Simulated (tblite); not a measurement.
**SiH₃O₃: geometry relaxation**

- system: SiH₃O₃, multiplicity 2
- method: GFN2-xTB geometry optimisation, gas phase (tblite 0.8.0)

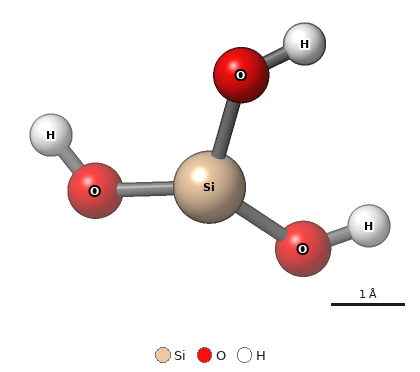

Fig. 1: The starting structure (ball-and-stick view, seen at a tilt). Bond lengths as drawn: H–O 0.97 to 1.00 Å and O–Si 1.76 to 1.78 Å.

### The input
```
{"job": {"kind": "relax", "xc": "GFN2-xTB", "basis": "xTB"}, "charge": 0, "multiplicity": 2}
Si     0.408845    -0.158409     0.559449
O     -0.486548    -0.989871    -0.717476
O      2.061182     0.352452     0.135966
O      0.191982    -0.781974     2.190902
H     -0.124660    -1.252888    -1.607268
H      2.845117     0.204023     0.716311
H      0.895091    -0.905938     2.853861
```

The first line tells a small driver script what to run in tblite; the rest is the geometry in Å.

Launched with:
```bash
OMP_NUM_THREADS=1 python <driver script> task.json out
```

### Output
```
step      E/eV     max force
  0    -421.20902    2.252
  1    -421.47386    2.075
  2    -421.92486    1.633
  3    -421.98483    0.704
  4    -422.01510    0.673
  5    -422.12819    0.557
  6    -422.15109    0.490
  7    -422.16577    0.507
  8    -422.19392    0.476
  9    -422.20587    0.295
 10    -422.20993    0.221
 11    -422.21228    0.175
 12    -422.21536    0.248
 13    -422.21922    0.264
 14    -422.22306    0.254
 15    -422.22633    0.190
 16    -422.23020    0.290
 17    -422.23636    0.411
 18    -422.24308    0.378
 19    -422.24766    0.205
 20    -422.24930    0.131
 21    -422.25024    0.143
 22    -422.25105    0.103
 23    -422.25337    0.142
 24    -422.25724    0.283
 25    -422.26326    0.468
 26    -422.27074    0.471
 27    -422.28729    0.441
 28    -422.30166    0.150
 29    -422.25888    1.476
 30    -422.30782    0.297
 31    -422.31129    0.278
 32    -422.31709    0.309
 33    -422.32028    0.319
 34    -422.32303    0.171
 35    -422.32670    0.210
 36    -422.32839    0.184
 37    -422.33058    0.145
 38    -422.33264    0.254
 39    -422.33351    0.198
 40    -422.33484    0.183
 41    -422.33598    0.188
 42    -422.32959    0.831
 43    -422.34289    0.353
 44    -422.34628    0.254
 45    -422.33573    0.883
 46    -422.35220    0.194
 47    -422.35436    0.122
 48    -422.35599    0.151
 49    -422.35689    0.165
 50    -422.35791    0.179
 51    -422.35966    0.128
 52    -422.36159    0.104
 53    -422.36515    0.297
 54    -422.36809    0.332
 55    -422.36766    0.874
 56    -422.36076    1.090
 57    -422.37560    0.425
 58    -422.37922    0.377
 59    -422.38086    0.426
 60    -422.38374    0.113
 61    -422.38513    0.190
 62    -422.38755    0.266
 63    -422.39011    0.199
 64    -422.39360    0.231
 65    -422.39369    0.297
 66    -422.39499    0.117
 67    -422.39524    0.053
 68    -422.39535    0.054
 69    -422.39559    0.056
 70    -422.39600    0.086
 71    -422.39666    0.092
 72    -422.39727    0.055
 73    -422.39766    0.042
 74    -422.39787    0.050
 75    -422.39799    0.064
 76    -422.39810    0.058
 77    -422.39818    0.040
 78    -422.39827    0.031
 79    -422.39838    0.039
 80    -422.39849    0.039
 81    -422.39858    0.028
 82    -422.39863    0.016
 83    -422.39865    0.013
 84    -422.39865    0.012
 85    -422.39866    0.011
 86    -422.39867    0.011
 87    -422.39868    0.013
 88    -422.39868    0.015
 89    -422.39869    0.023
 90    -422.39872    0.036
 91    -422.39878    0.046
 92    -422.39885    0.044
 93    -422.39894    0.029
 94    -422.39898    0.010
 95    -422.39899    0.012
 96    -422.39900    0.012
 97    -422.39900    0.003
```

### Trajectory as extended XYZ (Å, eV, eV/Å), 26 frames, from step=0 to step=97
```
7
Properties=species:S:1:pos:R:3:forces:R:3 step=0 energy=-421.20902
Si    0.4088   -0.1584    0.5594    0.2750  -0.3480  -0.1330
O    -0.4865   -0.9899   -0.7175    2.0190   0.5590   0.8240
O     2.0612    0.3525    0.1360   -1.3940  -1.3270   1.1560
O     0.1920   -0.7820    2.1909    0.9040   0.4620  -2.0050
H    -0.1247   -1.2529   -1.6073   -0.2410   0.4770   1.5190
H     2.8451    0.2040    0.7163   -1.1860   0.0630  -0.6030
H     0.8951   -0.9059    2.8539   -0.3770   0.1140  -0.7580
7
Properties=species:S:1:pos:R:3:forces:R:3 step=4 energy=-422.01510
Si    0.4174   -0.1487    0.5567   -0.1640   0.6460   0.0880
O    -0.3564   -0.9539   -0.6302    0.1030  -0.0890   0.4410
O     1.9598    0.2587    0.1889   -0.1460  -0.2190  -0.4080
O     0.2546   -0.7640    2.0608   -0.2040  -0.2240  -0.2950
H    -0.1200   -1.2263   -1.5174    0.3280   0.0360   0.1910
H     2.7676    0.1997    0.6909   -0.1180  -0.1270   0.2170
H     0.8680   -0.8980    2.7820    0.2020  -0.0230  -0.2350
7
Properties=species:S:1:pos:R:3:forces:R:3 step=8 energy=-422.19392
Si    0.3845   -0.0129    0.5676    0.1800  -0.4300   0.0950
O    -0.3275   -0.9824   -0.5206   -0.2800   0.0370   0.0440
O     1.9569    0.1854    0.1051   -0.2100  -0.0460   0.0070
O     0.2236   -0.8231    1.9900    0.0860   0.2130  -0.1370
H    -0.0217   -1.1823   -1.4007    0.1960   0.1250   0.0410
H     2.6778    0.1731    0.7256    0.0480   0.0500   0.0820
H     0.8973   -0.8903    2.6647   -0.0200   0.0510  -0.1320
7
Properties=species:S:1:pos:R:3:forces:R:3 step=12 energy=-422.21536
Si    0.3909   -0.0446    0.5634   -0.1790   0.1340  -0.1080
O    -0.3678   -0.9852   -0.5203    0.0100   0.0200  -0.1220
O     1.9536    0.1703    0.1008    0.1100  -0.1310   0.0620
O     0.2234   -0.8117    1.9866   -0.0060  -0.0560   0.1720
H     0.0148   -1.1580   -1.3780    0.0490   0.0090   0.0220
H     2.6694    0.1805    0.7337   -0.0770   0.0400  -0.0710
H     0.9068   -0.8838    2.6455    0.0920  -0.0150   0.0440
7
Properties=species:S:1:pos:R:3:forces:R:3 step=16 energy=-422.23020
Si    0.3519   -0.0392    0.5598    0.1630  -0.1540   0.1850
O    -0.3944   -0.9710   -0.5446    0.0870   0.1720   0.0020
O     1.9355    0.0976    0.1085   -0.0960  -0.0520  -0.1050
O     0.2325   -0.7996    2.0027   -0.0840   0.0570   0.0520
H     0.0722   -1.1384   -1.3604    0.0060  -0.0800  -0.0640
H     2.6488    0.2006    0.7324   -0.0880   0.0540   0.0140
H     0.9447   -0.8825    2.6333    0.0130   0.0040  -0.0830
7
Properties=species:S:1:pos:R:3:forces:R:3 step=20 energy=-422.24930
Si    0.3324   -0.0659    0.5870    0.0170   0.0290  -0.0200
O    -0.3997   -0.9055   -0.5935    0.0400   0.0100  -0.0290
O     1.9105   -0.0073    0.1057    0.0540   0.0180   0.0760
O     0.2213   -0.7749    2.0592    0.0190   0.0470  -0.0330
H     0.1354   -1.1399   -1.3548   -0.0710  -0.0560   0.0950
H     2.5942    0.2456    0.7198    0.0010   0.0540  -0.0600
H     0.9969   -0.8848    2.6084   -0.0610  -0.1030  -0.0300
7
Properties=species:S:1:pos:R:3:forces:R:3 step=24 energy=-422.25724
Si    0.3413   -0.0510    0.5815    0.1020  -0.0690   0.0620
O    -0.4007   -0.8995   -0.5853    0.0770   0.0040  -0.1090
O     1.9240    0.0034    0.1063    0.1420   0.0640   0.2180
O     0.2135   -0.7647    2.0524    0.1480   0.0740   0.0150
H     0.1179   -1.1681   -1.3487   -0.0860  -0.0060   0.1720
H     2.6135    0.2668    0.7176   -0.2030  -0.0140  -0.1970
H     0.9816   -0.9194    2.6080   -0.1800  -0.0520  -0.1610
7
Properties=species:S:1:pos:R:3:forces:R:3 step=28 energy=-422.30166
Si    0.3999   -0.0088    0.5722   -0.0840  -0.0150   0.0610
O    -0.4044   -0.8250   -0.5707    0.0330   0.0430  -0.0390
O     1.9890   -0.0141    0.1299   -0.0870  -0.0780  -0.0510
O     0.1944   -0.6804    2.0435    0.0290   0.1180   0.0890
H     0.0759   -1.3036   -1.2460    0.0460  -0.0440  -0.0250
H     2.6383    0.4139    0.6763    0.0610   0.0560   0.0280
H     0.8980   -1.1146    2.5266    0.0030  -0.0810  -0.0630
7
Properties=species:S:1:pos:R:3:forces:R:3 step=32 energy=-422.31709
Si    0.4100   -0.0002    0.5767   -0.0240   0.0050   0.0170
O    -0.3957   -0.7832   -0.5872    0.0850  -0.0870  -0.0900
O     2.0053   -0.0414    0.1527   -0.0660   0.0160  -0.0100
O     0.2012   -0.6360    2.0615    0.2230  -0.0810   0.1980
H     0.0681   -1.3552   -1.2053   -0.0220   0.0630   0.0850
H     2.6339    0.4749    0.6474    0.0270  -0.0140  -0.0120
H     0.8681   -1.1916    2.4859   -0.2240   0.0980  -0.1880
7
Properties=species:S:1:pos:R:3:forces:R:3 step=36 energy=-422.32839
Si    0.4302    0.0217    0.5794   -0.0500  -0.0210   0.0400
O    -0.3795   -0.7583   -0.5845    0.0050  -0.0120   0.0330
O     2.0274   -0.0406    0.1729   -0.1150  -0.0390  -0.1390
O     0.2249   -0.5885    2.0751    0.0420   0.0080   0.0540
H     0.0518   -1.4132   -1.1361    0.0550   0.0020  -0.0130
H     2.6405    0.5332    0.6148    0.1350   0.0510   0.0690
H     0.7958   -1.2869    2.4101   -0.0730   0.0110  -0.0440
7
Properties=species:S:1:pos:R:3:forces:R:3 step=40 energy=-422.33484
Si    0.4453    0.0428    0.5851   -0.0110   0.0190   0.0120
O    -0.3699   -0.7655   -0.5558    0.0110  -0.0210   0.0130
O     2.0387   -0.0022    0.1595   -0.0480   0.0100  -0.0800
O     0.2500   -0.5559    2.0863   -0.0250   0.1500  -0.0370
H     0.0473   -1.4522   -1.0796    0.0570   0.0330  -0.0150
H     2.6702    0.5586    0.5994   -0.0180  -0.0380   0.0160
H     0.7094   -1.3582    2.3369    0.0340  -0.1550   0.0910
7
Properties=species:S:1:pos:R:3:forces:R:3 step=44 energy=-422.34628
Si    0.4357    0.0557    0.5899    0.0270  -0.0040  -0.0360
O    -0.3728   -0.8009   -0.5231   -0.0120   0.0220   0.0450
O     2.0147    0.0403    0.1104    0.0640   0.0700   0.0640
O     0.2762   -0.5353    2.0962   -0.0340   0.2440   0.0030
H     0.0904   -1.4314   -1.0744    0.0590  -0.0050  -0.0840
H     2.6792    0.5161    0.6071   -0.1610  -0.0970  -0.0820
H     0.6676   -1.3771    2.3256    0.0570  -0.2300   0.0900
7
Properties=species:S:1:pos:R:3:forces:R:3 step=48 energy=-422.35599
Si    0.4160    0.0559    0.5950    0.0110  -0.0160  -0.0020
O    -0.3717   -0.8350   -0.5086    0.0720  -0.1110  -0.0230
O     1.9783    0.0674    0.0712    0.1240   0.0320   0.0800
O     0.3085   -0.5089    2.1165    0.0440  -0.0120   0.0200
H     0.1434   -1.3894   -1.1012   -0.0770   0.1030   0.0160
H     2.6646    0.4560    0.6107   -0.1190  -0.0290  -0.0800
H     0.6519   -1.3786    2.3482   -0.0550   0.0330  -0.0110
7
Properties=species:S:1:pos:R:3:forces:R:3 step=52 energy=-422.36159
Si    0.4130    0.0510    0.5962    0.0160   0.0180  -0.0070
O    -0.3602   -0.8998   -0.4706    0.0230  -0.0620   0.0240
O     1.9621    0.1157    0.0377   -0.0270  -0.1000  -0.0060
O     0.3427   -0.4834    2.1289    0.0460  -0.0480   0.0370
H     0.1610   -1.3410   -1.1425   -0.0390   0.0450  -0.0320
H     2.6625    0.4029    0.6141    0.0370   0.0890   0.0280
H     0.6099   -1.3782    2.3679   -0.0550   0.0580  -0.0440
7
Properties=species:S:1:pos:R:3:forces:R:3 step=56 energy=-422.36076
Si    0.4573    0.0515    0.5920   -0.0740  -0.0270   0.0160
O    -0.2925   -1.0362   -0.3639   -0.4260   0.2430   0.9740
O     2.0001    0.1616    0.0413   -0.1090  -0.1720  -0.2950
O     0.3909   -0.4609    2.1332   -0.0130   0.5850  -0.1030
H     0.0600   -1.2981   -1.1869    0.4470  -0.1910  -0.9530
H     2.7064    0.4384    0.6074    0.1730   0.1490   0.2030
H     0.4687   -1.3889    2.3086    0.0030  -0.5870   0.1570
7
Properties=species:S:1:pos:R:3:forces:R:3 step=60 energy=-422.38374
Si    0.4586    0.0482    0.5917   -0.0090  -0.0360   0.0000
O    -0.2724   -1.0869   -0.3291    0.0290   0.0010  -0.0090
O     1.9973    0.1720    0.0250    0.0250  -0.0650  -0.0890
O     0.4187   -0.4439    2.1405    0.0100  -0.0230  -0.0200
H     0.0572   -1.2608   -1.2076   -0.0110   0.0570   0.0110
H     2.7052    0.4290    0.6078   -0.0050   0.0700   0.0290
H     0.4264   -1.3902    2.3034   -0.0390  -0.0030   0.0780
7
Properties=species:S:1:pos:R:3:forces:R:3 step=64 energy=-422.39360
Si    0.4904    0.0151    0.5812    0.0570   0.0370   0.0300
O    -0.2340   -1.1366   -0.3189   -0.0810  -0.0190   0.1940
O     2.0407    0.1164    0.0341    0.1230   0.0850   0.0960
O     0.4351   -0.4438    2.1383   -0.0240   0.0380  -0.0160
H    -0.0191   -1.2110   -1.2395    0.0660  -0.0050  -0.2210
H     2.7000    0.5080    0.6068   -0.1140  -0.0620  -0.1440
H     0.3779   -1.3807    2.3298   -0.0270  -0.0740   0.0610
7
Properties=species:S:1:pos:R:3:forces:R:3 step=68 energy=-422.39535
Si    0.4986    0.0084    0.5799    0.0020   0.0010   0.0100
O    -0.2291   -1.1441   -0.3198    0.0030   0.0010   0.0040
O     2.0490    0.1145    0.0346    0.0050   0.0110   0.0160
O     0.4352   -0.4448    2.1381   -0.0160  -0.0320   0.0020
H    -0.0323   -1.2036   -1.2503    0.0210   0.0110   0.0070
H     2.6997    0.5167    0.6040    0.0040  -0.0020  -0.0530
H     0.3700   -1.3798    2.3453   -0.0190   0.0100   0.0140
7
Properties=species:S:1:pos:R:3:forces:R:3 step=72 energy=-422.39727
Si    0.5023    0.0028    0.5929   -0.0220  -0.0020  -0.0110
O    -0.2190   -1.1458   -0.3179    0.0040   0.0100  -0.0390
O     2.0438    0.1149    0.0242    0.0100  -0.0090   0.0430
O     0.4252   -0.4557    2.1483    0.0200  -0.0500   0.0090
H    -0.0135   -1.1884   -1.2486    0.0030  -0.0020   0.0540
H     2.7102    0.5274    0.5669   -0.0100   0.0050  -0.0290
H     0.3420   -1.3878    2.3660   -0.0050   0.0470  -0.0280
7
Properties=species:S:1:pos:R:3:forces:R:3 step=76 energy=-422.39810
Si    0.5031    0.0034    0.5984    0.0160   0.0050   0.0070
O    -0.2165   -1.1452   -0.3126   -0.0290   0.0130   0.0420
O     2.0461    0.1013    0.0325    0.0060  -0.0030  -0.0110
O     0.4242   -0.4606    2.1521    0.0080   0.0010   0.0030
H    -0.0062   -1.1854   -1.2401    0.0170  -0.0160  -0.0530
H     2.7134    0.5471    0.5457   -0.0100   0.0090   0.0050
H     0.3270   -1.3931    2.3556   -0.0090  -0.0090   0.0070
7
Properties=species:S:1:pos:R:3:forces:R:3 step=80 energy=-422.39849
Si    0.5080    0.0025    0.6045   -0.0060  -0.0060  -0.0100
O    -0.2229   -1.1334   -0.3134   -0.0020   0.0070  -0.0110
O     2.0507    0.0900    0.0344   -0.0310  -0.0160  -0.0170
O     0.4220   -0.4673    2.1563    0.0120  -0.0130  -0.0030
H     0.0042   -1.1894   -1.2377    0.0040  -0.0020   0.0200
H     2.7101    0.5651    0.5297    0.0260   0.0170   0.0230
H     0.3188   -1.4001    2.3579   -0.0030   0.0120  -0.0010
7
Properties=species:S:1:pos:R:3:forces:R:3 step=84 energy=-422.39865
Si    0.5027    0.0061    0.6049   -0.0010  -0.0010  -0.0010
O    -0.2319   -1.1241   -0.3162   -0.0040   0.0000   0.0010
O     2.0443    0.0923    0.0313    0.0000   0.0040   0.0040
O     0.4230   -0.4673    2.1560    0.0090  -0.0070  -0.0010
H     0.0181   -1.1954   -1.2332    0.0010  -0.0020  -0.0050
H     2.7073    0.5571    0.5330    0.0000   0.0000  -0.0010
H     0.3275   -1.4012    2.3561   -0.0050   0.0070   0.0020
7
Properties=species:S:1:pos:R:3:forces:R:3 step=88 energy=-422.39868
Si    0.5027    0.0048    0.6048    0.0010   0.0010  -0.0010
O    -0.2326   -1.1246   -0.3172    0.0080   0.0030  -0.0100
O     2.0445    0.0927    0.0319    0.0010   0.0020  -0.0020
O     0.4251   -0.4680    2.1561    0.0050  -0.0130   0.0030
H     0.0179   -1.1953   -1.2346   -0.0030  -0.0010   0.0130
H     2.7079    0.5586    0.5321   -0.0070  -0.0030   0.0010
H     0.3255   -1.4009    2.3587   -0.0040   0.0120  -0.0030
7
Properties=species:S:1:pos:R:3:forces:R:3 step=92 energy=-422.39885
Si    0.5058    0.0051    0.6042    0.0040  -0.0190   0.0050
O    -0.2262   -1.1319   -0.3117    0.0070   0.0010  -0.0390
O     2.0439    0.1059    0.0247   -0.0040   0.0050   0.0040
O     0.4442   -0.4735    2.1557   -0.0020  -0.0270   0.0050
H     0.0154   -1.1996   -1.2322   -0.0080   0.0030   0.0430
H     2.7076    0.5624    0.5333    0.0000  -0.0010  -0.0020
H     0.3002   -1.4009    2.3578    0.0030   0.0370  -0.0170
7
Properties=species:S:1:pos:R:3:forces:R:3 step=96 energy=-422.39900
Si    0.5087    0.0039    0.6052    0.0000   0.0020  -0.0020
O    -0.2223   -1.1378   -0.3059   -0.0020  -0.0010   0.0050
O     2.0420    0.1208    0.0183    0.0010   0.0000  -0.0010
O     0.4660   -0.4819    2.1560    0.0020   0.0100  -0.0020
H     0.0174   -1.2064   -1.2258    0.0010   0.0000  -0.0050
H     2.7076    0.5682    0.5322    0.0000   0.0000   0.0010
H     0.2716   -1.3995    2.3518   -0.0030  -0.0120   0.0040
7
Properties=species:S:1:pos:R:3:forces:R:3 step=97 energy=-422.39900
Si    0.5092    0.0037    0.6052    0.0000   0.0020  -0.0020
O    -0.2217   -1.1387   -0.3052    0.0000   0.0000   0.0030
O     2.0421    0.1222    0.0176    0.0010   0.0000   0.0000
O     0.4680   -0.4826    2.1559    0.0000  -0.0020   0.0000
H     0.0170   -1.2067   -1.2255    0.0010   0.0000  -0.0020
H     2.7078    0.5690    0.5321    0.0000   0.0000   0.0000
H     0.2686   -1.3995    2.3516    0.0000   0.0010   0.0010
```

### Results in brief

- outcome: converged
- total energy: −422.3990 eV
- hardware: 1 CPU thread, shared host
- wall time: 1.4 s
- peak memory: 0.18 GiB
